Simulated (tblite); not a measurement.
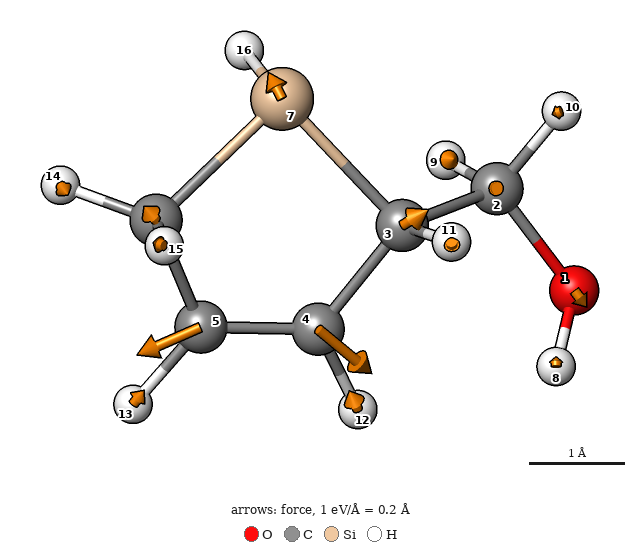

Starting geometry of C5H9OSi (multiplicity 2) with the computed forces as orange arrows. Style: ball-and-stick. Shown at a tilt.

Method: GFN2-xTB geometry optimisation, gas phase (tblite). 

What follows when this structure is relaxed?

It isn't relaxed: the largest force vector, on a C atom, is 4.24 eV/Å. The final displacements have little in common with the starting forces (cosine between the two patterns 0.07). The atom that moves furthest after the best rigid fit is an H atom (1.24 Å). Largest moves by element: H 1.24 Å, C 0.44 Å, Si 0.42 Å, O 0.19 Å. Near-neighbour distances that change, for instance: C–H 1.140 → 1.083 Å, C–Si 1.864 → 1.918 Å, C–C 1.458 → 1.502 Å, C–C 1.280 → 1.323 Å. Bond angles that change, for instance: C–Si–H 105.0° → 114.3°, Si–C–H 106.1° → 114.9°, C–Si–H 105.8° → 114.2°. Groups turn about C–O by about 60°. After 126 geometry steps the energy has fallen by 57.9 kJ/mol.
